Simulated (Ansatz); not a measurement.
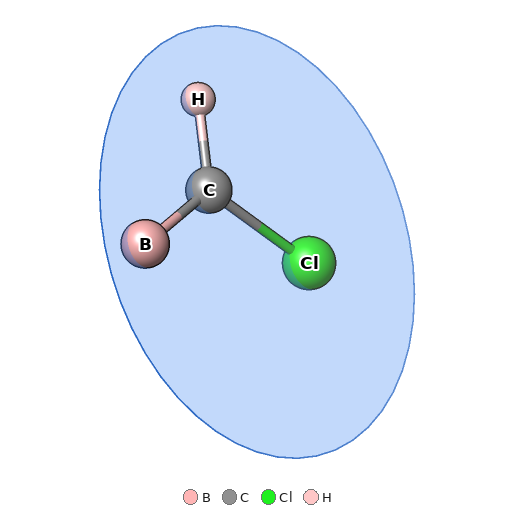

All proper rotation axes (lines) and mirror planes (discs) of the structure are drawn in. Atoms fade into the background with distance from the viewer. Charge 0, doublet. The geometry was computed by an optimisation with PBE-D4/def2-SVP. No frequency run is at hand to confirm it as a minimum.

Q: Name the symmetry elements and the point group.

A: It has 1 mirror plane. Point group Cs. The group has 2 operations. The geometry is achiral, and symmetry allows a dipole moment.
